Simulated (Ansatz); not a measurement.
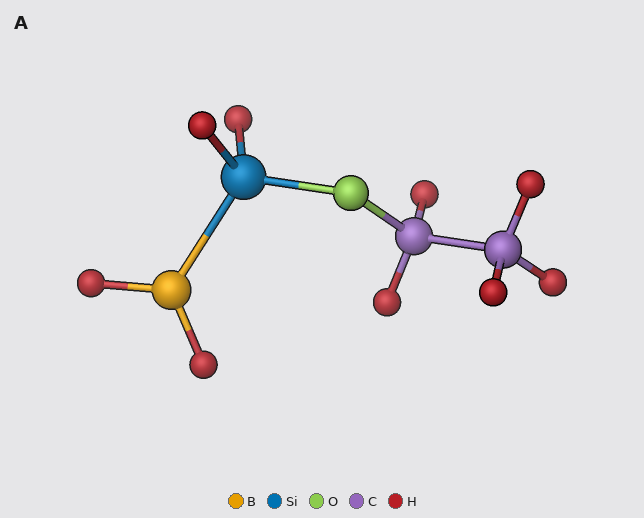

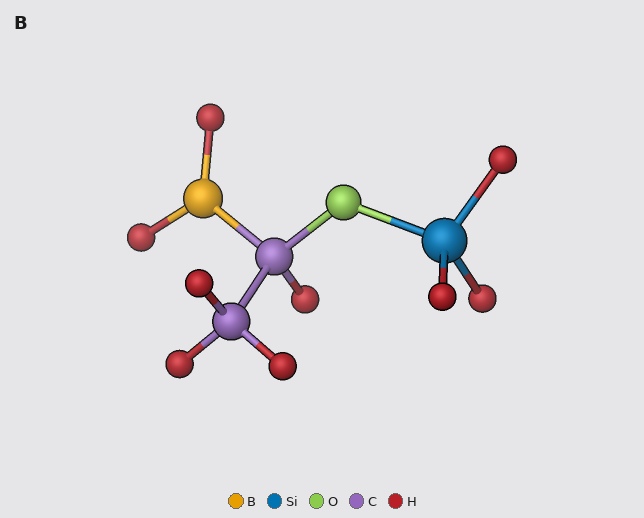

2 stationary structures of one formula. Geometries: PBE0-D4/def2-TZVP. Electronic energies: CCSD(T)/CBS (MP2 limit from def2-TZVPP and def2-QZVPP plus CCSD(T) − MP2) (Ansatz 0.2.0), without zero-point energy. Each is one conformer, not always the lowest.

**How are they related?**

They are constitutional isomers of C2H9BOSi: A `B[SiH2]OCC`, B `B[C@H](C)O[SiH3]`.

**Which is lowest in energy, and by how much?**

B is lowest (a minimum); A lies 0.165 eV above it (a minimum).

Give E(B) − E(A) in eV at these levels too: BHLYP-D4/def2-TZVPP; B97M-V/def2-TZVPP; RHF-MP2 (frozen core)/def2-QZVPP; PBE-QIDH (frozen core)/def2-TZVPP; PBE0-D4/def2-QZVPP; r2SCAN-D4/def2-TZVPP; ωB97M-V/def2-SVP; PBE0-D4/def2-TZVP.

```
                            level  E(B) − E(A) (eV)
              BHLYP-D4/def2-TZVPP            −0.182
                B97M-V/def2-TZVPP            −0.112
 RHF-MP2 (frozen core)/def2-QZVPP            −0.225
PBE-QIDH (frozen core)/def2-TZVPP            −0.159
               PBE0-D4/def2-QZVPP            −0.129
             r2SCAN-D4/def2-TZVPP            −0.148
                 ωB97M-V/def2-SVP            −0.229
                PBE0-D4/def2-TZVP            −0.129
```
